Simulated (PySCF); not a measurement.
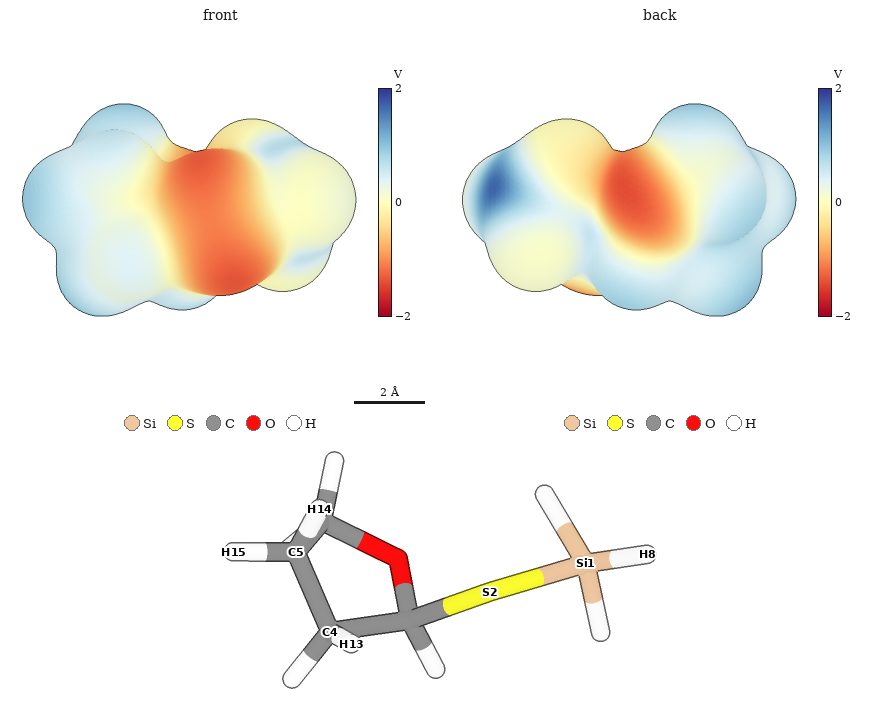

The picture shows: C₄H₁₀OSSi (SMILES [SiH3]S[C@H]1CCCO1). The molecular electrostatic potential painted on the density surface at 0.002 e/bohr³, seen from the front and from behind; the colour scale runs from red (negative) to blue (positive). The bare structure is drawn below in the same view.

Geometry: GFN2-xTB, MD frame at 250 fs, 600 K.

All numbers below come from PBE0/pcSseg-1, SCF density, gas phase, non-relativistic (PySCF 2.14.0).

```yaml
atoms:
  - { symbol: Si, position_ang: [2.7539, -0.0810, 0.3589] }
  - { symbol: S, position_ang: [1.0030, -0.7982, -0.6288] }
  - { symbol: C, position_ang: [-0.2748, 0.6363, -0.2210] }
  - { symbol: C, position_ang: [-1.7014, 0.1908, -0.6930] }
  - { symbol: C, position_ang: [-2.2395, -0.4888, 0.5088] }
  - { symbol: C, position_ang: [-1.6684, 0.3671, 1.6859] }
  - { symbol: O, position_ang: [-0.3759, 0.8135, 1.1601] }
  - { symbol: H, position_ang: [3.7210, -1.0655, -0.1376] }
  - { symbol: H, position_ang: [3.0301, 1.1997, -0.2214] }
  - { symbol: H, position_ang: [2.1440, -0.0922, 1.7912] }
  - { symbol: H, position_ang: [0.1736, 1.4743, -0.6895] }
  - { symbol: H, position_ang: [-2.3535, 0.9053, -1.1695] }
  - { symbol: H, position_ang: [-1.4196, -0.5224, -1.4187] }
  - { symbol: H, position_ang: [-1.8721, -1.5422, 0.6967] }
  - { symbol: H, position_ang: [-3.3313, -0.7066, 0.4171] }
  - { symbol: H, position_ang: [-1.4151, -0.1075, 2.5965] }
  - { symbol: H, position_ang: [-2.2421, 1.3276, 1.7214] }
```

Describe the electrostatic potential map.

The most negative region (about −1.4 V) lies over S2 and O7, the most positive (about +1.6 V) over Si1.

What dipole moment does the calculation give?

Its dipole moment is 1.89 D.
